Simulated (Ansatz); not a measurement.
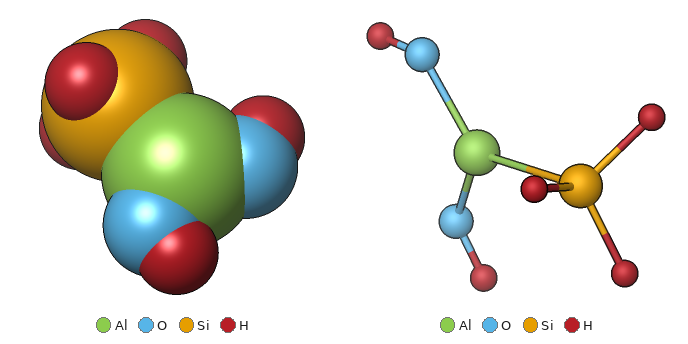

Both panels show the same species.

The computed structure is the end point of a PBE0-D4/def2-TZVP optimisation.

Identify the structure.

It has 9 atoms: 1 aluminium, 5 hydrogen, 2 oxygen and 1 silicon (AlH₅O₂Si). Coordination: 1 Al trigonal planar; 2 O bent; 1 Si tetrahedral.

More results for the same structure follow; atom numbers are the same in all pictures, views and colours differ.

**Shape**

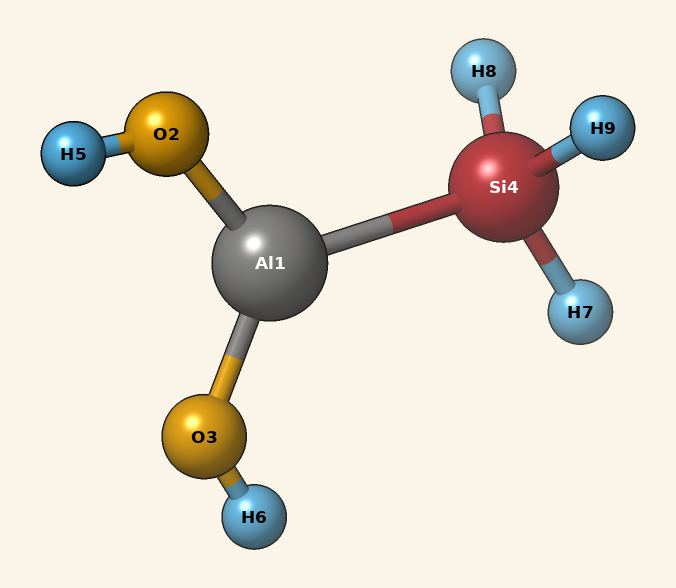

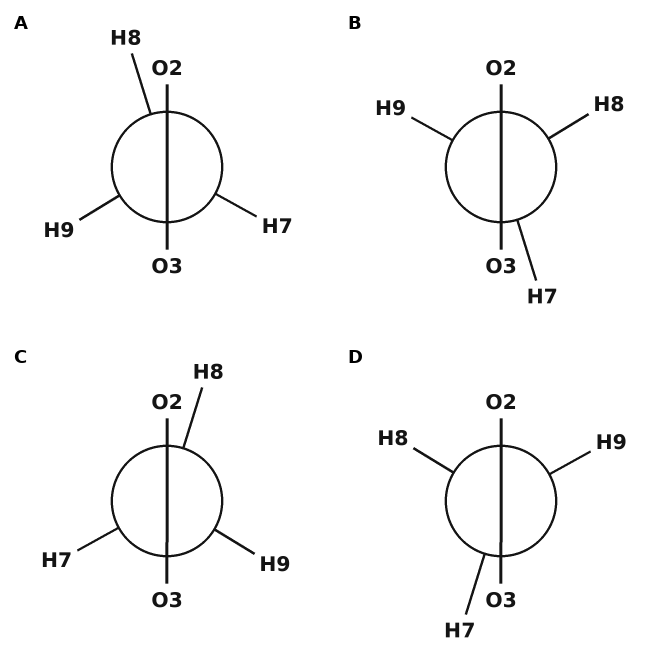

Distant atoms are faded towards the background colour. Bonds that would overlap in a projection are set slightly apart.

**Which Newman projection shows the view along Al1–Si4, with Al1 in front?**

D. The torsion angle O2–Al1–Si4–H7 is −179°, antiperiplanar (anti).

**Dipole moment**

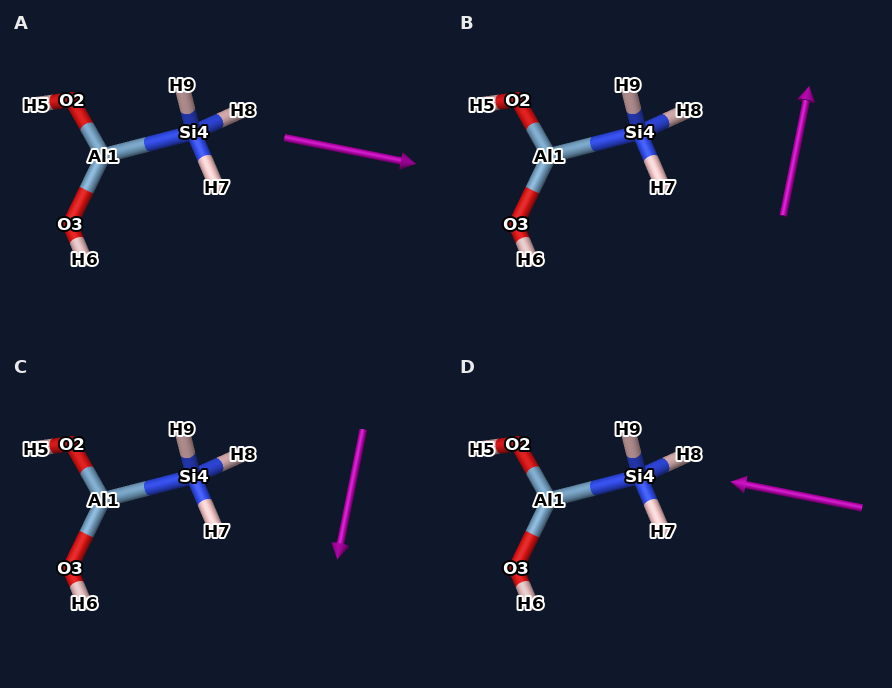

The same molecule four times, each with an arrow. Properties computed with RKS PBE0-D4/def2-TZVP (Ansatz 0.2.0).

**Which arrow points along the dipole moment, from the negative to the positive end?**

C. The dipole moment is 1.31 D; it points from the side of H8, H9 to the side of H6 (the outermost atoms at the two ends).

**Charges**

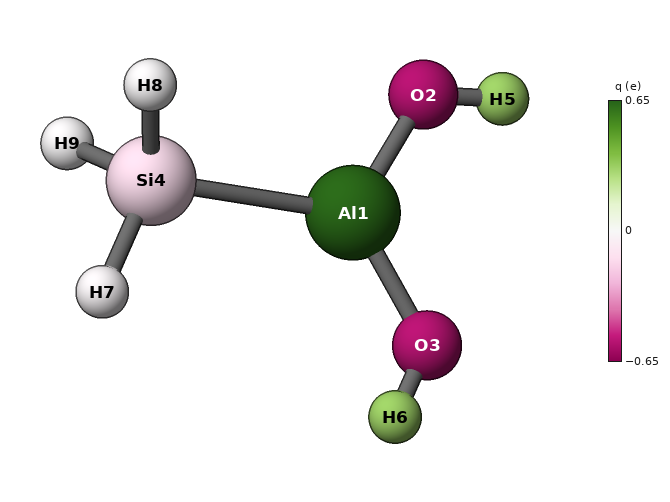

Atoms are coloured by their Mulliken charges. Properties computed with RKS PBE0-D4/def2-TZVP (Ansatz 0.2.0).

**Which atom carries the highest charge (most positive or least negative)?**

Al1 (0.63 e).

**And the lowest?**

O2 (−0.55 e).

Give the Mulliken charges atom by atom.

```json
{"atom": "Al1", "value (e)": "0.63"}
{"atom": "O2", "value (e)": "−0.55"}
{"atom": "O3", "value (e)": "−0.54"}
{"atom": "Si4", "value (e)": "−0.13"}
{"atom": "H5", "value (e)": "0.32"}
{"atom": "H6", "value (e)": "0.32"}
{"atom": "H7", "value (e)": "−0.02"}
{"atom": "H8", "value (e)": "−0.01"}
{"atom": "H9", "value (e)": "−0.01"}
```

**Electronic properties**

Level of theory: RKS PBE0-D4/def2-TZVPP (Ansatz 0.2.0).

Computed properties:

- HOMO energy (Kohn–Sham orbital): −7.94 eV
- LUMO energy (Kohn–Sham orbital): −0.83 eV
- HOMO–LUMO gap: 7.11 eV
- dispersion correction: −12.7 kJ/mol

Mulliken values depend strongly on the basis set and can even reverse the polarity of a bond.
